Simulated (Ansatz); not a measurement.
# Convergence study of the SCF threshold for AgSnF₆ (P1, 8 atoms in the cell)

```
AgSnF6
1.0
    5.14280     0.00000     0.00000
    2.52786     4.54952     0.00000
    0.08258     2.64332     5.00490
Ag Sn F
1 1 6
Cartesian
  0.00000   0.00000   0.05000
  2.61269   1.32166   2.50245
  4.37114   4.46045   3.60958
  3.38210   2.73240   1.39532
  5.98028   4.48640   1.30147
  1.77296   2.70644   3.70342
  0.97629   1.34327   1.32309
  6.77695   5.84957   3.68180
```
Moments meant for the start (each program seeds them in its own way; μB, in the order of the atoms Ag Sn F F F F F F): 1.0 0.0 0.0 0.0 0.0 0.0 0.0 0.0.

Method of the run: PBEsol, default PAW files made with PBE (plane waves; Ansatz, a first-principles code).

Base settings: basis.ecutwfc = 420 eV; kpoints.mp_grid.grid = 3 3 2; hamiltonian.xc = pbesol; hamiltonian.pseudopotentials = {kind: paw} (the program's default PAW files); magnetization.spin_polarized = true; scf.occupations.method = fermi_dirac; scf.occupations.width = 0.02 eV.

The mesh stays at the base's, so the ladder's end is converged at best in this setting alone.

Only quantities that move along the ladder and can be compared are tabulated.

The count of work is k-points × plane waves × bands × iterations; it is no time. 

The starting cell comes from a database of computed structures (which also holds hypothetical and non-ambient phases and stackings), without a prior relaxation at this level. Its lattice was rescaled by up to half a per cent. One atom was moved a little off its site on purpose. With one magnetic atom in the cell only a parallel order is possible.

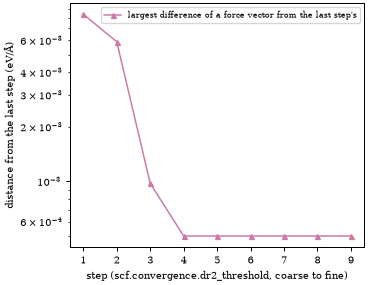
Distance from the last step along the ladder; very small values are drawn at a floor.

```csv
scf.convergence.dr2_threshold,largest difference of a force vector from the last step's (eV/Å),count of work / last
0.1 eV,0.008,0.32
0.01 eV,0.006,0.42
0.001 eV,0.001,0.53
0.0001 eV,0.000,0.58
1e-05 eV,0.000,0.63
1e-06 eV,0.000,0.74
1e-07 eV,0.000,0.79
1e-08 eV,0.000,0.79
1e-10 eV,0.000,0.89
1e-12 eV,0.000,1.0
```

Coarsest scf.convergence.dr2_threshold that holds the forces within 0.005 eV/Å of the last step, with all finer ones: 0.001 eV; the step before is off by 0.006 eV/Å.

Keys are those of Ansatz 0.2.
